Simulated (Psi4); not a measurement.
# CF4 (SMILES FC(F)(F)F): r2SCAN/aug-cc-pVDZ

What is the energy change on altering one bond length of CF4 at r2SCAN/aug-cc-pVDZ? The job is set up through a Python script.

The results are computed with Psi4 1.11.

5 further runs of the same task are left out: 4 that didn't finish, 1 set aside as unsound or not needed.

## 1. The structure to begin with

CF4 has 5 atoms, charge 0, and is taken as a singlet. As SMILES, `FC(F)(F)F`. The coordinates come from a PBE0-D4/def2-TZVP relaxation.

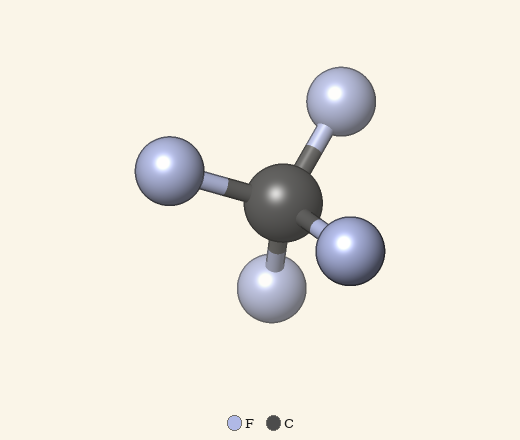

The structure, seen from a chosen angle (fluorine light blue, carbon dark grey).

## 2. The energy at r2SCAN/aug-cc-pVDZ

File calc.py:

```python
import psi4

psi4.set_memory(1600000000)
psi4.set_num_threads(1)
psi4.core.set_output_file('cf4.out', False)

mol = psi4.geometry("""
0 1
F     -1.60645618     0.04781007     1.86988400
C      0.01889726    -0.02777897    -0.01568473
F      2.18735799    -0.94731971     0.79387394
F     -0.87683292    -1.48532473    -1.82585338
F      0.37152016     2.27334053    -0.90083244
units au
symmetry c1
""")

psi4.set_options({
    'basis': 'aug-cc-pVDZ',
    'puream': True,
    'e_convergence': 1e-09,
    'd_convergence': 1e-08,
    'scf_type': 'pk',
    'dft_radial_points': 99,
    'dft_spherical_points': 590,
})

e, wfn = psi4.energy("R2SCAN", molecule=mol, return_wfn=True)
psi4.oeprop(wfn, "MULLIKEN_CHARGES", "DIPOLE", "MAYER_INDICES")
print('E =', round(e, 9))
for k, v in sorted(psi4.core.scalar_variables().items()):
    print(f'{k:45s} {v:18.10f}')
```

The run is started by

```bash
$ python calc.py
```

cf4.out:

```text
[...]
  Running in c1 symmetry.
[...]
  Nuclear repulsion =  206.220055342122379
[...]
  Multiplicity = 1
[...]
  Nalpha       = 21
  Nbeta        = 21
[...]
    Number of basis functions: 115
[...]
   @RKS iter   1:  -437.28645399375705   -3.24313e-02   4.62238e-03 ADIIS/DIIS
[...]
   @RKS iter   9:  -437.36822446282770   -1.47793e-12   4.51712e-10 DIIS
[...]
    Orbital Energies [Eh]
    ---------------------
    Doubly Occupied:
       1A    -24.580848     2A    -24.580843     3A    -24.580831
       4A    -24.580816     5A    -10.391829     6A     -1.354187
       7A     -1.238602     8A     -1.238583     9A     -1.238560
      10A     -0.707719    11A     -0.613904    12A     -0.613897
      13A     -0.613889    14A     -0.473194    15A     -0.473189
      16A     -0.449318    17A     -0.449312    18A     -0.449309
      19A     -0.402829    20A     -0.402819    21A     -0.402815
[...]
  @RKS Final Energy:  -437.36822446282770
   => Energetics <=
    Nuclear Repulsion Energy =            206.2200553421223788
    One-Electron Energy =               -1017.0999570868666524
    Two-Electron Energy =                 420.6182476629746816
    DFT Exchange-Correlation Energy =     -47.1065703810580914
    Empirical Dispersion Energy =           0.0000000000000000
    VV10 Nonlocal Energy =                  0.0000000000000000
    Total Energy =                       -437.3682244628276976
[...]
 Multipole Moments:
 ------------------------------------------------------------------------------------
     Multipole            Electronic (a.u.)      Nuclear  (a.u.)        Total (a.u.)
 ------------------------------------------------------------------------------------
 L = 1.  Multiply by 2.5417464519 to convert [e a0] to [Debye]
 Dipole X            :         -0.0000095           -0.0000000           -0.0000095
 Dipole Y            :          0.0001237            0.0000257            0.0001494
 Dipole Z            :          0.0000982            0.0000129            0.0001111
 Magnitude           :                                                    0.0001865
[...]
  Mulliken Charges: (a.u.)
   Center  Symbol    Alpha    Beta     Spin     Total
       1     F     4.69131  4.69131  0.00000 -0.38262
       2     C     2.23471  2.23471  0.00000  1.53058
       3     F     4.69133  4.69133  0.00000 -0.38265
       4     F     4.69134  4.69134  0.00000 -0.38268
       5     F     4.69132  4.69132  0.00000 -0.38263
   Total alpha = 21.00000, Total beta = 21.00000, Total charge = -0.00000
  Mayer Bond Indices:
[...]
```

Standard output:

```text
E = -437.368224463
CURRENT ENERGY                                   -437.3682244628
CURRENT REFERENCE ENERGY                         -437.3682244628
DD SOLVATION ENERGY                                 0.0000000000
DFT FUNCTIONAL TOTAL ENERGY                      -437.3682244628
DFT TOTAL ENERGY                                 -437.3682244628
DFT VV10 ENERGY                                     0.0000000000
DFT XC ENERGY                                     -47.1065703811
GRID ELECTRONS ALPHA                               21.0000000061
GRID ELECTRONS BETA                                21.0000000061
GRID ELECTRONS TOTAL                               42.0000000122
NUCLEAR REPULSION ENERGY                          206.2200553421
ONE-ELECTRON ENERGY                             -1017.0999570869
PCM POLARIZATION ENERGY                             0.0000000000
PE ENERGY                                           0.0000000000
SCF ITERATION ENERGY                             -437.3682244628
SCF ITERATIONS                                      9.0000000000
SCF TOTAL ENERGY                                 -437.3682244628
TWO-ELECTRON ENERGY                               420.6182476630
XC GRID RADIAL POINTS                              99.0000000000
XC GRID SPHERICAL POINTS                          590.0000000000
XC GRID TOTAL POINTS                           284478.0000000000
```

It took 21 s on 1 thread of Intel Xeon 6975P-C (Granite Rapids), shared host; peak memory 0.68 GiB.

## 3. The distorted shape at the same level

File calc.py:

```python
import psi4

psi4.set_memory(1600000000)
psi4.set_num_threads(1)
psi4.core.set_output_file('psi4.out', False)

m = psi4.geometry("""
F
C 1 1.317944
F 2 1.317977 1 109.46999
F 2 1.7134 1 109.46897 3 119.99482
F 2 1.317957 1 109.47675 3 -120.00519
symmetry c1
no_reorient
no_com
""")

options = {'basis': 'aug-cc-pVDZ', 'puream': True, 'e_convergence': 1e-09, 'd_convergence': 1e-08, 'scf_type': 'pk', 'dft_radial_points': 99, 'dft_spherical_points': 590}
psi4.set_options(options)

e_tot, wfn = psi4.energy("R2SCAN", molecule=m, return_wfn=True)
psi4.oeprop(wfn, "QUADRUPOLE", "MAYER_INDICES", "DIPOLE")
print('E =', round(e_tot, 9))
```

The run is started by

```bash
$ python calc.py
```

psi4.out:

```text
[...]
  Running in c1 symmetry.
[...]
  Nuclear repulsion =  193.204258068786714
[...]
  Multiplicity = 1
[...]
  Nalpha       = 21
  Nbeta        = 21
[...]
    Number of basis functions: 115
[...]
   @RKS iter   1:  -437.22046181431108   -2.98183e-01   4.83044e-03 DIIS/ADIIS
[...]
   @RKS iter  11:  -437.31856244512051   -2.78533e-12   2.89407e-09 DIIS
[...]
    Orbital Energies [Eh]
    ---------------------
    Doubly Occupied:
       1A    -24.615286     2A    -24.615281     3A    -24.615270
       4A    -24.523433     5A    -10.415621     6A     -1.355429
       7A     -1.263822     8A     -1.263803     9A     -1.115829
      10A     -0.724045    11A     -0.624793    12A     -0.624784
      13A     -0.584219    14A     -0.488581    15A     -0.488576
      16A     -0.453695    17A     -0.453684    18A     -0.428719
      19A     -0.419048    20A     -0.360879    21A     -0.360878
[...]
  @RKS Final Energy:  -437.31856244512051
   => Energetics <=
    Nuclear Repulsion Energy =            193.2042580687867144
    One-Electron Energy =                -991.1666397200990559
    Two-Electron Energy =                 407.5632765021771320
    DFT Exchange-Correlation Energy =     -46.9194572959852252
    Empirical Dispersion Energy =           0.0000000000000000
    VV10 Nonlocal Energy =                  0.0000000000000000
    Total Energy =                       -437.3185624451205058
[...]
 Multipole Moments:
 ------------------------------------------------------------------------------------
     Multipole            Electronic (a.u.)      Nuclear  (a.u.)        Total (a.u.)
 ------------------------------------------------------------------------------------
 L = 1.  Multiply by 2.5417464519 to convert [e a0] to [Debye]
 Dipole X            :         -0.5189311           -0.0415616           -0.5604927
 Dipole Y            :         -0.2994844           -0.0239732           -0.3234576
 Dipole Z            :         -0.2118431           -0.0169641           -0.2288072
 Magnitude           :                                                    0.6863889
 L = 2.  Multiply by 1.3450342976 to convert [e a0^2] to [Debye ang]
 Quadrupole XX       :       -119.3552018           99.4032844          -19.9519174
 Quadrupole XY       :        -15.1317996           14.4107615           -0.7210381
[...]
```

On the terminal:

```text
E = -437.318562445
```

Run time: 25 s. Hardware: 1 thread of Intel Xeon 6975P-C (Granite Rapids), shared host; peak memory 0.68 GiB.

## 4. Outcome

Level: r2SCAN/aug-cc-pVDZ.

| quantity | value |
| --- | --- |
| first shape: total energy | -437.36822 Eh |
| first shape: dipole moment | 0.00 D |
| first shape: HOMO energy | -10.96 eV |
| first shape: LUMO energy | 0.71 eV |
| first shape: HOMO–LUMO gap | 11.67 eV |
| distorted shape: total energy | -437.31856 Eh |
| distorted shape: dipole moment | 1.74 D |
| distorted shape: HOMO energy | -9.82 eV |
| distorted shape: LUMO energy | -2.90 eV |
| distorted shape: HOMO–LUMO gap | 6.92 eV |
| energy change with the C2–F4 bond stretched from 1.318 to 1.713 Å | 1.351 eV |

With the C2–F4 bond stretched from 1.318 to 1.713 Å the energy rises by 1.35 eV (130 kJ/mol). The first shape isn't relaxed at this level, so the change isn't measured from a minimum. Mulliken charges (first shape) run from -0.38 on F4 to +1.53 on C2; in a basis this large or diffuse they mean little.
